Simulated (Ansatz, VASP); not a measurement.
# TiSb in two plane-wave programs, part 2 of 2

One calculation is typed for both programs; each brings its own data sets. How far apart do they land?  Valence electrons are named where the data sets of a main pair hold unlike numbers.

VASP 6.6.1 and Ansatz 0.2.0.

So far. Step 3 (VASP: band structure, LDA, spin-orbit coupling): The k-mesh is coarse for a metal. At this level the cell is under a tension of 8.4 GPa, so at these settings it is away from equilibrium.

## Step 4: Comparison

Known differences besides the potentials themselves: spin-orbit coupling enters by fully relativistic files in Ansatz and inside the spheres in VASP; the two LDA forms differ slightly; the data sets hold 54 valence electrons in Ansatz (on its fully relativistic PAW (standard-fr) files) and 34 in VASP; the cutoff is 420 eV in Ansatz and 400 eV in VASP; VASP's log shows a relativistic correction to its local exchange, Ansatz's none. Total energies have different zeros and are not compared.

Compared:

| quantity | Ansatz | VASP | difference |
| --- | --- | --- | --- |
| pressure (GPa) | -8.48 | -8.42 | -0.06 |

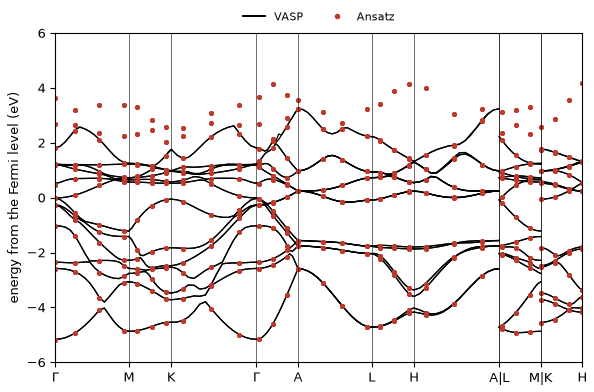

Bands from VASP (lines) and levels from Ansatz (dots). Dots without a line are higher empty bands that the VASP plot leaves out.

Levels from 3 eV below to 2 eV above the Fermi level differ by 9 meV r.m.s. and 49 meV at most; each VASP level is matched to the nearest of Ansatz, which flatters the figure a little. Ansatz's pressure holds a Pulay correction of 0.04 GPa; VASP's holds none.

## Step 5: VASP: single point, LDA, spin-orbit coupling

A single point gives forces, pressure and levels at one fixed geometry, so differences don't come from the geometry; what else differs is listed under the comparison.

INCAR reads:

```
SYSTEM = TiSb
PREC = Accurate
ENCUT = 400
EDIFF = 1E-06
NELM = 100
ISMEAR = -5
SIGMA = 0.05
LREAL = .FALSE.
ALGO = Normal
GGA = CA
LNONCOLLINEAR = .TRUE.
MAGMOM = 0 0 0 0 0 0 0 0 0 0 0 0
NBANDS = 46
GGA_COMPAT = .FALSE.
LASPH = .TRUE.
LSORBIT = .TRUE.
LMAXMIX = 4
LORBIT = 11
LWAVE = .FALSE.
LCHARG = .FALSE.
KPAR = 4
NEDOS = 2001
```

POSCAR reads:

```
TiSb
1.0
    4.1033000000      0.0000000000      0.0000000000
   -2.0516500000      3.5535620393      0.0000000000
    0.0000000000      0.0000000000      6.2836000000
Ti Sb
2 2
Direct
    0.0000000000      0.0000000000      0.0000000000
    0.0000000000      0.0000000000      0.5000000000
    0.3333333333      0.6666666667      0.2500000000
    0.6666666667      0.3333333333      0.7500000000
```

KPOINTS reads:

```
Automatic mesh
0
Gamma
7 7 4
0 0 0
```

The projector-augmented-wave data sets are Ti_sv and Sb (LDA family, release 64).

Command:

```
mpirun -np 4 vasp_ncl
```

Numbers of over 12 decimals in the logs are rounded to 6 here.

What it wrote:

```text
[... set-up lines as in an earlier step ...]
 entering main loop
       N       E                     dE             d eps       ncg     rms          rms(c)
DAV:   1     0.346439145881E+03    0.34644E+03   -0.13320E+04  2224   0.125E+03
DAV:   2     0.134251544517E+02   -0.33301E+03   -0.32393E+03  2334   0.411E+02
DAV:   3    -0.275298579864E+02   -0.40955E+02   -0.40198E+02  3368   0.133E+02
DAV:   4    -0.322316202578E+02   -0.47018E+01   -0.46554E+01  3458   0.373E+01
[...]
DAV:  14    -0.287470390707E+02   -0.22665E-05   -0.73391E-07  1888   0.899E-03    0.206E-03
DAV:  15    -0.287470403823E+02   -0.13115E-05   -0.71011E-07  1620   0.745E-03    0.144E-03
DAV:  16    -0.287470403115E+02    0.70766E-07   -0.14005E-07  1434   0.395E-03
   1 F= -.28747040E+02 E0= -.28747040E+02  d E =0.000000E+00  mag=    -0.0000    -0.0000     0.0000
 -----------------------------------------------------------------------------
|                                                                             |
|           W    W    AA    RRRRR   N    N  II  N    N   GGGG   !!!           |
|           W    W   A  A   R    R  NN   N  II  NN   N  G    G  !!!           |
|           W    W  A    A  R    R  N N  N  II  N N  N  G       !!!           |
|           W WW W  AAAAAA  RRRRR   N  N N  II  N  N N  G  GGG   !            |
|           WW  WW  A    A  R   R   N   NN  II  N   NN  G    G                |
|           W    W  A    A  R    R  N    N  II  N    N   GGGG   !!!           |
|                                                                             |
|     Tetrahedron method does not include variations of the Fermi             |
|     occupations, so forces and stress will be inaccurate. We suggest        |
|     using a different smearing scheme ISMEAR = 1 or 2 for metals in         |
|     relaxations.                                                            |
|                                                                             |
 -----------------------------------------------------------------------------
```

OUTCAR, selected parts (step 5):

```text
  Total       -4.7885424     -4.7885424     -4.9352297      0.0000000     -0.0000000      0.0000000
  in kB      -83.7352304    -83.7352304    -86.3002888      0.0000000     -0.0000000      0.0000000
  external PRESSURE =     -84.5902498 kB  Pullay stress =       0.0000000 kB

 POSITION                                       TOTAL-FORCE (eV/Angst)
 -----------------------------------------------------------------------------------
      0.00000      0.00000      0.00000         0.000000      0.000000      0.000000
      0.00000      0.00000      3.14180         0.000000      0.000000      0.000000
     -0.00000      2.36904      1.57090        -0.000000     -0.000000     -0.000000
      2.05165      1.18452      4.71270         0.000000      0.000000      0.000000
 -----------------------------------------------------------------------------------
    total drift:                               -0.000000      0.000000      0.000000

  FREE ENERGIE OF THE ION-ELECTRON SYSTEM (eV)
  ---------------------------------------------------
  free  energy   TOTEN  =       -28.7470403115 eV

  energy  without entropy=      -28.7470403115  energy(sigma->0) =      -28.74704031

 magnetization (x)
# of ion       s       p       d       tot
------------------------------------------
    1        0.000   0.000  -0.000  -0.000
    2        0.000   0.000   0.000   0.000
    3        0.000   0.000  -0.000  -0.000
    4        0.000  -0.000  -0.000  -0.000
--------------------------------------------------
tot          0.000   0.000  -0.000  -0.000

 magnetization (y)
# of ion       s       p       d       tot
------------------------------------------
    1        0.000   0.000   0.000   0.000
    2       -0.000  -0.000   0.000  -0.000
    3        0.000  -0.000  -0.000  -0.000
    4        0.000  -0.000   0.000  -0.000
--------------------------------------------------
tot         -0.000  -0.000   0.000  -0.000

 magnetization (z)
# of ion       s       p       d       tot
------------------------------------------
    1        0.000   0.000   0.000   0.000
    2        0.000   0.000   0.000   0.000
    3        0.000   0.000   0.000   0.000
    4        0.000   0.000   0.000   0.000
--------------------------------------------------
tot          0.000   0.000   0.000   0.000

[... 2 parts as in an earlier step ...]

[... 1 further part left out ...]
[key lines of the parts left out:]
E-fermi :   7.8229
```

At this level the cell is under a tension of 8.5 GPa, so at these settings it is away from equilibrium. With tetrahedra the forces and stress of a metal are not exact derivatives of the energy.

## Step 6: Ansatz: single point, LDA, spin-orbit coupling

The same cell, functional (in two slightly different forms), mesh and smearing now go to Ansatz, which takes its cutoff from its data sets.

input.yaml reads:

```yaml
crystal:
  lattice:
    - [4.1033, 0.0, 0.0]
    - [-2.05165, 3.5535620393, 0.0]
    - [0.0, 0.0, 6.2836]
  atoms:
    - { symbol: Ti, position: [0.0, 0.0, 0.0] }
    - { symbol: Ti, position: [0.0, 0.0, 0.5] }
    - { symbol: Sb, position: [0.3333333333, 0.6666666667, 0.25] }
    - { symbol: Sb, position: [0.6666666667, 0.3333333333, 0.75] }
hamiltonian:
  xc: lda
  pseudopotentials: { kind: paw_fr }
magnetization:
  noncollinear: true
  spin_orbit: true
kpoints:
  mp_grid: { grid: [7, 7, 4] }
scf:
  occupations: { method: tetrahedron }
output:
  forces: true
  stress: true
  write_density: true
  write_potential: true
  elf: true
  volumetric_format: npy
```

Command:

```
ansatz run input.yaml --threads 2 --pin off --max-ram 4608MiB --backend cpu --events-out ev --progress --plain --runs-dir out
```

What it wrote:

```text
Warning: output.forces, output.stress, relax.cell or npt_langevin: where a Kohn–Sham band that disperses or a degenerate level is filled in part under the method tetrahedron, the forces or the stress that this run publishes need not agree with its energy (scf.occupations.method in the input reference, under Limitations); prefer a smearing scheme for the forces or the stress
[...]
k-point 1: bands = [... 50 lower, 10.7066, 10.7066, 11.2660, 11.2660, 11.2743, 11.2743, 12.0056, 12.0056, ... 8 higher]
  k-point 2: bands = [... 50 lower, 9.8289, 9.8289, 11.6390, 11.6390, 11.6390, 11.6390, 11.6394, 11.6394, ... 8 higher]
  k-point 23: bands = [... 50 lower, 9.6095, 9.6095, 11.5595, 11.5595, 11.5647, 11.5647, 12.0633, 12.0633, ... 8 higher]
[key lines of the parts left out:]
SCF converged after 9 iterations
Magnetization: |M| = 0.0000 μB,  M = (+0.0000, +0.0000, +0.0000) μB
Free energy (F): -17578.886400 eV
Fermi energy:    11.405188 eV
P = ⅓ Tr σ = -8.5279 GPa (-85.279 kbar)
```

The job ended after 18 s (2 threads of Arm Neoverse V1, shared host; peak memory 0.69 GiB).

The run ends at a pressure of -8.53 GPa.

## Step 7: Side by side

What differs besides the data sets and the points named for the pairs above, as far as they apply: the data sets hold 54 valence electrons in Ansatz (on its fully relativistic PAW (standard-fr) files) and 34 in VASP. Total energies have different zeros and are not compared.

The two programs side by side:

| quantity | Ansatz | VASP | difference |
| --- | --- | --- | --- |
| pressure (GPa) | -8.53 | -8.46 | -0.07 |

Ansatz's pressure holds a Pulay correction of 0.04 GPa; VASP's holds none.

## Step 8: Outcome

```
r.m.s. difference of levels near the Fermi level (band structure, LDA, spin-orbit coupling) : 8.8 meV
difference in pressure (single point, LDA, spin-orbit coupling)                             : -0.069 GPa
```

In words: The r.m.s. difference of levels near the Fermi level is 8.8 meV (band structure, LDA, spin-orbit coupling), within the 80 meV picked in this series as the mark of a large difference. The data sets hold unlike numbers of valence electrons (54 in Ansatz and 34 in VASP), so part of the differences comes from the potentials. 3 further runs of this series are not shown here. Such differences can come from data sets, numerical settings and the points named under the comparisons, not from the functional's error against experiment.

[Lines on the potential files, build, host, timing and source positions are cut from VASP's logs without a mark.]

[Logs are printed without paths, hosts, clocks, repeated set-up lines and the standing remarks that a program may print on its own settings, such as how far it seeks lower states.]

[Hosts, paths, dates, database ids (printed as entryN), source tags and the programs' standing remarks are cut or masked in the printed files.]
